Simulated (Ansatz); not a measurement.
## Electronic structure of C₂H₆Al (SMILES [CH3][Al][CH3]) (doublet) in real space

| atom | x (Å) | y (Å) | z (Å) |
| --- | --- | --- | --- |
| C | -1.0329 | -0.7921 | -2.2543 |
| C | -3.0935 | 0.6856 | -0.0193 |
| Al | -2.4106 | -0.9851 | -0.8409 |
| H | -0.6896 | -1.7415 | -2.6927 |
| H | -0.1518 | -0.2676 | -1.8395 |
| H | -1.4282 | -0.1594 | -3.0709 |
| H | -3.5447 | 1.3227 | -0.8030 |
| H | -2.2502 | 1.2564 | 0.4123 |
| H | -3.8444 | 0.5342 | 0.7712 |

Geometry: B3LYP-D3(BJ)/def2-SVP.

Method: isolated molecule in a Gaussian basis; Kohn-Sham density functional theory, functional PBE0 (Ansatz).

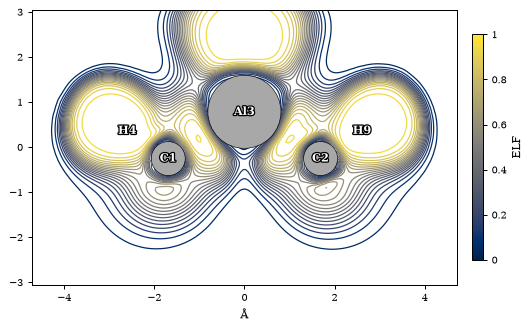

Figure 1. Electron localisation function on the plane of atoms Al3, C1 and H4. Grey discs cover the atomic cores.

**Read the bonding off the picture.**

- The plane passes through C, Al and H nuclei.
- C–Al (1.98 Å): the ELF peaks at about 0.95 between the atoms, as expected for a polar covalent bond.
- C–H (1.10 Å): the ELF climbs to about 1 towards the hydrogen, as it does in any bond to H: a covalent bond by its length.

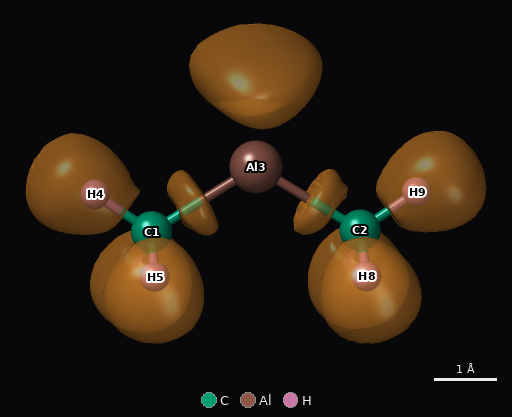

Figure 2. Isosurface of the ELF at 0.85 (orange), seen across its widest extent. Core shells and regions of very low density are left out.

**Describe the localisation domains.**

The surface consists of two regions between bonded Al–C atoms (shared pairs), six regions around hydrogen nuclei and one lobe on Al, pointing away from the bonds (non-bonding electrons).

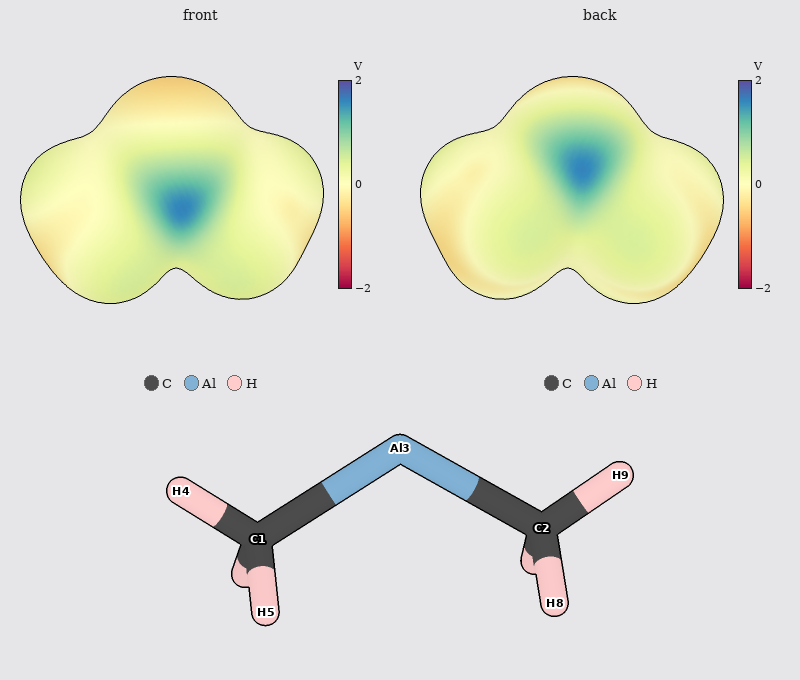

Figure 3. The molecular electrostatic potential painted on the density surface at 0.001 e/bohr³, seen from the front and from behind; red is negative and blue positive. The bare structure is drawn below in the same view.

**Where is the surface potential most negative and most positive?**

The most negative region (about −0.5 V) lies over H4, the most positive (about +1.6 V) over Al3.

**How polar is the molecule by this calculation?**

Its dipole moment is 0.36 D.
